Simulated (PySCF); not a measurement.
**C4H10GeO2 (SMILES C[C@H](CC=O)[O][GeH3]): density, localisation and related maps**

```xyz
17

C     0.1778   -0.3861   -1.9462
C     0.0654   -0.3403   -0.4246
C    -1.3588    0.0429    0.0008
C    -1.5671   -0.1251    1.4690
O    -0.7086   -0.3979    2.2625
O     1.0039    0.5852    0.0549
Ge    1.7447    0.6082    1.6534
H     1.1914   -0.6583   -2.2263
H    -0.5136   -1.1162   -2.3593
H    -0.0401    0.5949   -2.3613
H     0.2771   -1.3407   -0.0172
H    -2.1009   -0.5518   -0.5365
H    -1.5365    1.0948   -0.2409
H    -2.6125    0.0237    1.8051
H     0.9457    1.4213    2.6270
H     2.0197   -0.7858    2.1184
H     3.0055    1.3433    1.3044
```

Geometry: GFN2-xTB.

Computed with PySCF, PBE0/def2-SVPD, SCF density, gas phase.

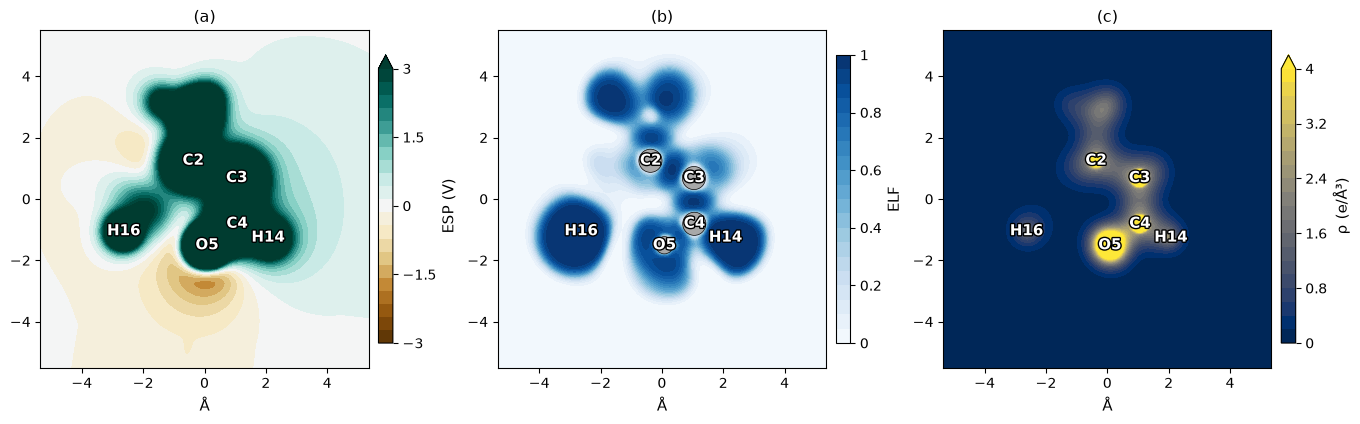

Figure 1. (a) electrostatic potential; (b) electron localisation function; (c) electron density on the plane of atoms O5, C4 and H14. Grey discs cover the atomic cores in the ELF map.

What does the map show?

- The plane passes through C, O and H nuclei.
- C–O (1.20 Å): ρ at the midpoint is about 3.4 e/Å³; the ELF peaks at about 0.85 between the atoms: a multiple bond.
- C–C (1.49 Å): ρ is about 1.8 e/Å³ halfway; the ELF peaks at about 0.95 between the atoms, as expected for localised, covalent bonding.
- C–H (1.11 Å): the density is about 2 e/Å³ at the midpoint; the ELF climbs to about 1 towards the hydrogen, as it does in any bond to H; an ordinary covalent bond to hydrogen.
- C–C (1.53 Å): ρ at the midpoint is about 1.7 e/Å³; the ELF peaks at about 0.95 between the atoms, as expected for a covalent bond.
- The ELF also peaks beside O5, away from the bonds: lone-pair regions.
- Outside the dense part of the molecule the potential is most negative (−1.7 V) near O5.

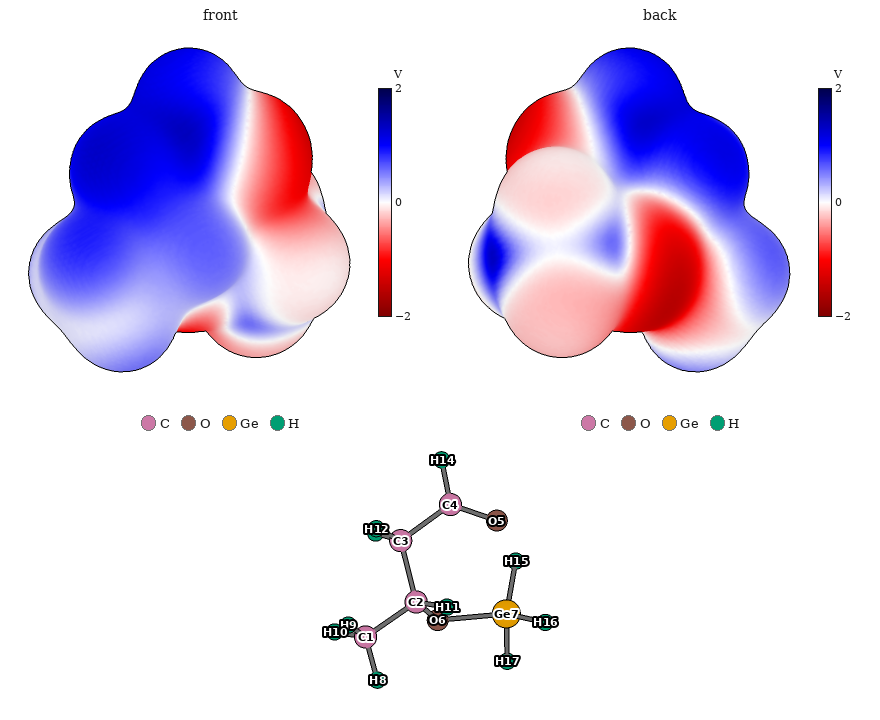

Figure 2. The electrostatic potential painted on the density surface at 0.002 e/bohr³, seen from the front and from behind; red is negative and blue positive. The bare structure is drawn below in the same view.

Describe the electrostatic potential map.

The most negative region (about −1.5 V, or −35 kcal/mol for a unit charge) lies over O6, the most positive (about +1.3 V, or +30 kcal/mol for a unit charge) over C4, Ge7 and H12. O6 is the likeliest acceptor of a hydrogen bond.

How polar is the molecule by this calculation?

Its dipole moment is 2.75 D.
